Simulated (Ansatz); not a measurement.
**Nudged elastic band, with input and output: ZrNH₄Cl₃ (part 1 of 2)**

The run: nudged elastic band of ZrNH₄Cl₃. Method and program: RHF/def2-SVP (Ansatz 0.2.0).

It belongs to a series of runs on one base structure; here: band between the two ends. Figures and captions count atoms from 1; the log counts them from 0 in places.

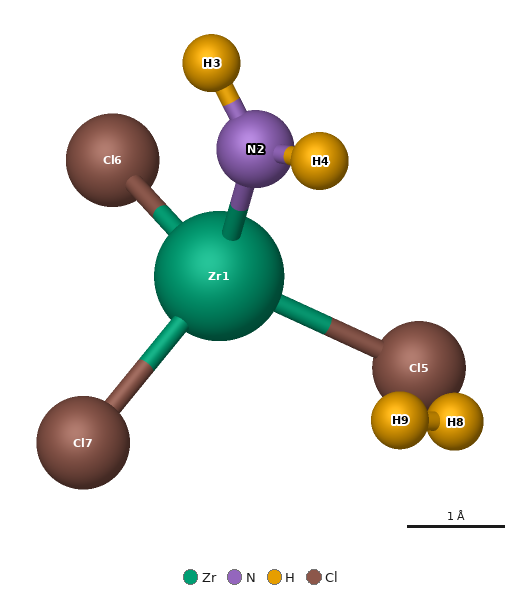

**Figure 1.** The starting structure (ball-and-stick view, seen at an oblique angle; atoms are numbered from 1 in the order of the input). Sticks mark near contacts.

Input file:
```yaml
crystal:
  periodic: [false, false, false]
  atoms:
    - { symbol: Zr, position_ang: [-0.277768, 0.383386, 0.035251] }
    - { symbol: "N", position_ang: [-0.241829, 0.336426, 2.02965] }
    - { symbol: H, position_ang: [-0.863526, 0.844039, 2.638217] }
    - { symbol: H, position_ang: [0.392223, -0.208049, 2.592206] }
    - { symbol: Cl, position_ang: [1.970742, 0.378058, -0.731316] }
    - { symbol: Cl, position_ang: [-1.49035, 2.330279, -0.565574] }
    - { symbol: Cl, position_ang: [-1.379186, -1.558906, -0.788721] }
    - { symbol: H, position_ang: [2.228408, -2.562661, 1.583377] }
    - { symbol: H, position_ang: [1.642884, -2.947872, 1.842109] }
basis:
  gaussian: { orbitals: def2-SVP }
hamiltonian:
  xc: hf
neb:
  order_check: false
  images: 9
  f_tol: 0.05
  max_iterations: 60
  final_atoms:
    - { symbol: Zr, position_ang: [0.52827869, -0.14043665, -0.04267008] }
    - { symbol: "N", position_ang: [-0.18012, -0.57972485, 2.23875611] }
    - { symbol: H, position_ang: [-1.15878718, -0.38056391, 2.38226856] }
    - { symbol: H, position_ang: [0.33830436, -0.01847877, 2.89714413] }
    - { symbol: Cl, position_ang: [1.68622682, 0.13208955, -2.10347293] }
    - { symbol: Cl, position_ang: [-0.14011002, 2.09991227, 0.50010739] }
    - { symbol: Cl, position_ang: [-1.08992175, -1.83975092, -0.54735786] }
    - { symbol: H, position_ang: [2.03001945, -0.7328065, 0.82138679] }
    - { symbol: H, position_ang: [-0.03229236, -1.54554021, 2.48903689] }
  initial_path:
    images:
      - { positions_ang: [[-0.277768, 0.383386, 0.035251], [-0.241829, 0.336426, 2.02965], [-0.863526, 0.844039, 2.638217], [0.392223, -0.208049, 2.592206], [1.970742, 0.378058, -0.731316], [-1.49035, 2.330279, -0.565574], [-1.379186, -1.558906, -0.788721], [2.228408, -2.562661, 1.583377], [1.642884, -2.947872, 1.842109]] }
      - { positions_ang: [[-0.21999203, 0.30943763, 0.02867335], [-0.19395027, 0.26666662, 2.13615894], [-0.8682124, 0.62059033, 2.72755312], [0.48907397, -0.11890106, 2.69364924], [2.05490087, 0.29832121, -0.74998138], [-1.41912303, 2.28410483, -0.6168105], [-1.34496146, -1.64958729, -0.80376358], [2.00249237, -2.3935466, 1.40039652], [1.48136999, -2.62238567, 1.81932329]] }
      - { positions_ang: [[-0.16221607, 0.23548926, 0.02209569], [-0.14607155, 0.19690724, 2.24266788], [-0.8728988, 0.39714166, 2.81688924], [0.58592495, -0.02975312, 2.79509249], [2.13905974, 0.21858443, -0.76864676], [-1.34789607, 2.23793066, -0.668047], [-1.31073692, -1.74026858, -0.81880616], [1.77657675, -2.22443221, 1.21741604], [1.31985597, -2.29689934, 1.79653758]] }
      - { positions_ang: [[-0.1044401, 0.16154089, 0.01551804], [-0.09819282, 0.12714786, 2.34917682], [-0.8775852, 0.17369299, 2.90622536], [0.68277592, 0.05939482, 2.89653573], [2.22321861, 0.13884764, -0.78731214], [-1.2766691, 2.19175649, -0.7192835], [-1.27651238, -1.83094986, -0.83384873], [1.55066112, -2.05531781, 1.03443555], [1.15834196, -1.97141301, 1.77375187]] }
      - { positions_ang: [[-0.04666413, 0.08759252, 0.00894038], [-0.0503141, 0.05738848, 2.45568576], [-0.8822716, -0.04975568, 2.99556148], [0.77962689, 0.14854275, 2.99797897], [2.30737748, 0.05911086, -0.80597752], [-1.20544213, 2.14558233, -0.77051999], [-1.24228784, -1.92163115, -0.84889131], [1.32474549, -1.88620342, 0.85145507], [0.99682794, -1.64592667, 1.75096616]] }
      - { positions_ang: [[0.01111184, 0.01364415, 0.00236273], [-0.00243537, -0.0123709, 2.5621947], [-0.886958, -0.27320436, 3.0848976], [0.87647786, 0.23769069, 3.09942222], [2.39153635, -0.02062593, -0.82464289], [-1.13421516, 2.09940816, -0.82175649], [-1.2080633, -2.01231244, -0.86393389], [1.09882986, -1.71708902, 0.66847459], [0.83531393, -1.32044034, 1.72818045]] }
      - { positions_ang: [[0.11454521, -0.01717201, -0.00664383], [-0.0379723, -0.12584169, 2.49750698], [-0.94132384, -0.29467627, 2.94437179], [0.76884316, 0.1864568, 3.0589666], [2.25047444, 0.00991717, -1.0804089], [-0.93539413, 2.09950898, -0.55738372], [-1.18443499, -1.97780014, -0.80061868], [1.28506778, -1.52023252, 0.69905703], [0.66179267, -1.36546032, 1.88035174]] }
      - { positions_ang: [[0.21797858, -0.04798817, -0.01565039], [-0.07350922, -0.23931248, 2.43281926], [-0.99568967, -0.31614818, 2.80384598], [0.66120846, 0.13522291, 3.01851098], [2.10941254, 0.04046026, -1.33617491], [-0.73657311, 2.0996098, -0.29301094], [-1.16080668, -1.94328783, -0.73730348], [1.4713057, -1.32337601, 0.72963947], [0.48827141, -1.41048029, 2.03252303]] }
      - { positions_ang: [[0.32141195, -0.07880433, -0.02465695], [-0.10904615, -0.35278327, 2.36813154], [-1.05005551, -0.33762009, 2.66332017], [0.55357376, 0.08398901, 2.97805536], [1.96835063, 0.07100336, -1.59194092], [-0.53775208, 2.09971062, -0.02863816], [-1.13717837, -1.90877553, -0.67398827], [1.65754362, -1.12651951, 0.76022191], [0.31475016, -1.45550027, 2.18469431]] }
      - { positions_ang: [[0.42484532, -0.10962049, -0.03366352], [-0.14458307, -0.46625406, 2.30344383], [-1.10442135, -0.359092, 2.52279437], [0.44593906, 0.03275512, 2.93759975], [1.82728872, 0.10154645, -1.84770692], [-0.33893105, 2.09981145, 0.23573461], [-1.11355006, -1.87426323, -0.61067306], [1.84378153, -0.929663, 0.79080435], [0.1412289, -1.50052024, 2.3368656]] }
      - { positions_ang: [[0.52827869, -0.14043665, -0.04267008], [-0.18012, -0.57972485, 2.23875611], [-1.15878718, -0.38056391, 2.38226856], [0.33830436, -0.01847877, 2.89714413], [1.68622682, 0.13208955, -2.10347293], [-0.14011002, 2.09991227, 0.50010739], [-1.08992175, -1.83975092, -0.54735786], [2.03001945, -0.7328065, 0.82138679], [-0.03229236, -1.54554021, 2.48903689]] }
```

Machine: 2 threads of AMD EPYC (Zen 4), 64 GiB of memory available, shared host.

Launched with:
```bash
ansatz run input.yaml --threads 2 --pin off --max-ram 3072MiB --backend cpu --events-out ev --progress --plain --runs-dir out
```

The program's output:
```
Engine: ansatz 0.2.0, x86_64-unknown-linux-gnu
Functional definition: HF
  exchange = exact_x
  correlation = 0
1239 factors; integrals over basis functions are off by at most 2.3e-4 eV
mean field evaluation 1: about -40311.5656 eV, gradient 4.2e1 eV
mean field evaluation 2: about -40311.6615 eV, gradient 4.2e1 eV
mean field evaluation 4: about -40316.2070 eV, gradient 2.8e0 eV
mean field evaluation 8: about -40316.2547 eV, gradient 2.1e-1 eV
mean field -40316.25489587 eV, -1481.5950400840 hartree, gradient 6.7e-5 eV, S^2 0.000000; 0 other end points of the search recorded, 0 dependent functions left out
the calculation of the forces begins
reference -40316.25489587 eV, -1481.5950400840 hartree; 37, 37 occupied and 82, 82 virtual orbitals, 1239 factors
1241 factors; integrals over basis functions are off by at most 1.2e-3 eV
mean field evaluation 16: about -40316.4965 eV, gradient 3.1e0 eV
mean field -40316.55416900 eV, -1481.6060381688 hartree, gradient 4.7e-5 eV, S^2 0.000000; 0 other end points of the search recorded, 0 dependent functions left out
[... from here on the field's lines of each further geometry are left out, up to the last ...]
NEB iter   1: max|band force component| = 7.111e0 eV/Å  barrier→ = 4.1861 eV  barrier← = 4.4853 eV  Δτ_max = 0.2000 Å  (428 SCF iters)
NEB iter   2: max|band force component| = 2.924e0 eV/Å  barrier→ = 2.5342 eV  barrier← = 2.8334 eV  Δτ_max = 0.2000 Å  (328 SCF iters)
NEB iter   3: max|band force component| = 7.034e0 eV/Å  barrier→ = 1.7280 eV  barrier← = 2.0272 eV  Δτ_max = 0.1023 Å  (340 SCF iters)
NEB iter   4: max|band force component| = 1.997e0 eV/Å  barrier→ = 1.6512 eV  barrier← = 1.9505 eV  Δτ_max = 0.2000 Å  (336 SCF iters)
NEB iter   5: max|band force component| = 9.730e-1 eV/Å  barrier→ = 1.6082 eV  barrier← = 1.9075 eV  Δτ_max = 0.2000 Å  (330 SCF iters)
NEB iter   6: max|band force component| = 5.597e-1 eV/Å  barrier→ = 1.5381 eV  barrier← = 1.8374 eV  Δτ_max = 0.1461 Å  (331 SCF iters)
NEB iter   7: max|band force component| = 7.723e-1 eV/Å  barrier→ = 1.2707 eV  barrier← = 1.5700 eV  Δτ_max = 0.0722 Å  (338 SCF iters)
NEB iter   8: max|band force component| = 5.549e-1 eV/Å  barrier→ = 1.2078 eV  barrier← = 1.5071 eV  Δτ_max = 0.0720 Å  (343 SCF iters)
NEB iter   9: max|band force component| = 1.104e0 eV/Å  barrier→ = 1.2373 eV  barrier← = 1.5366 eV  CI = image 6  Δτ_max = 0.0722 Å  (341 SCF iters)
NEB iter  10: max|band force component| = 8.848e-1 eV/Å  barrier→ = 1.4282 eV  barrier← = 1.7275 eV  CI = image 6  Δτ_max = 0.1471 Å  (327 SCF iters)
NEB iter  11: max|band force component| = 7.781e-1 eV/Å  barrier→ = 1.6575 eV  barrier← = 1.9568 eV  CI = image 6  Δτ_max = 0.0720 Å  (318 SCF iters)
NEB iter  12: max|band force component| = 5.196e-1 eV/Å  barrier→ = 1.6280 eV  barrier← = 1.9273 eV  CI = image 6  Δτ_max = 0.0909 Å  (325 SCF iters)
NEB iter  13: max|band force component| = 1.598e-1 eV/Å  barrier→ = 1.5948 eV  barrier← = 1.8940 eV  CI = image 6  Δτ_max = 0.0425 Å  (314 SCF iters)
NEB iter  14: max|band force component| = 1.728e-1 eV/Å  barrier→ = 1.5908 eV  barrier← = 1.8900 eV  CI = image 6  Δτ_max = 0.0212 Å  (317 SCF iters)
NEB iter  15: max|band force component| = 1.146e-1 eV/Å  barrier→ = 1.5892 eV  barrier← = 1.8884 eV  CI = image 6  Δτ_max = 0.0212 Å  (270 SCF iters)
NEB iter  16: max|band force component| = 1.098e-1 eV/Å  barrier→ = 1.5872 eV  barrier← = 1.8865 eV  CI = image 6  Δτ_max = 0.0212 Å  (298 SCF iters)
NEB iter  17: max|band force component| = 7.216e-2 eV/Å  barrier→ = 1.5858 eV  barrier← = 1.8851 eV  CI = image 6  Δτ_max = 0.0212 Å  (268 SCF iters)
NEB iter  18: max|band force component| = 5.839e-2 eV/Å  barrier→ = 1.5844 eV  barrier← = 1.8837 eV  CI = image 6  Δτ_max = 0.0212 Å  (295 SCF iters)
NEB iter  19: max|band force component| = 5.608e-2 eV/Å  barrier→ = 1.5834 eV  barrier← = 1.8826 eV  CI = image 6  Δτ_max = 0.0212 Å  (269 SCF iters)
NEB iter  20: max|band force component| = 7.287e-2 eV/Å  barrier→ = 1.5824 eV  barrier← = 1.8817 eV  CI = image 6  Δτ_max = 0.0106 Å  (294 SCF iters)
NEB iter  21: max|band force component| = 6.902e-2 eV/Å  barrier→ = 1.5820 eV  barrier← = 1.8813 eV  CI = image 6  Δτ_max = 0.0106 Å  (253 SCF iters)
NEB iter  22: max|band force component| = 4.933e-2 eV/Å  barrier→ = 1.5816 eV  barrier← = 1.8808 eV  CI = image 6  Δτ_max = 0.0106 Å  (253 SCF iters)
the calculation of the forces begins
reference -40316.46141685 eV, -1481.6026295903 hartree; 37, 37 occupied and 82, 82 virtual orbitals, 1241 factors
1239 factors; integrals over basis functions are off by at most 1.0e-3 eV
mean field evaluation 1728: about -40314.6700 eV, gradient 8.9e-1 eV
mean field -40314.67368812 eV, -1481.5369317713 hartree, gradient 2.5e-5 eV, S^2 0.000000; 1 other end points of the search recorded, 0 dependent functions left out
the calculation of the forces begins
reference -40314.67368812 eV, -1481.5369317713 hartree; 37, 37 occupied and 82, 82 virtual orbitals, 1239 factors
NEB iter  23: max|band force component| = 4.933e-2 eV/Å  barrier→ = 1.5812 eV  barrier← = 1.8805 eV  CI = image 6  Δτ_max = 0.0000 Å  (381 SCF iters)
```
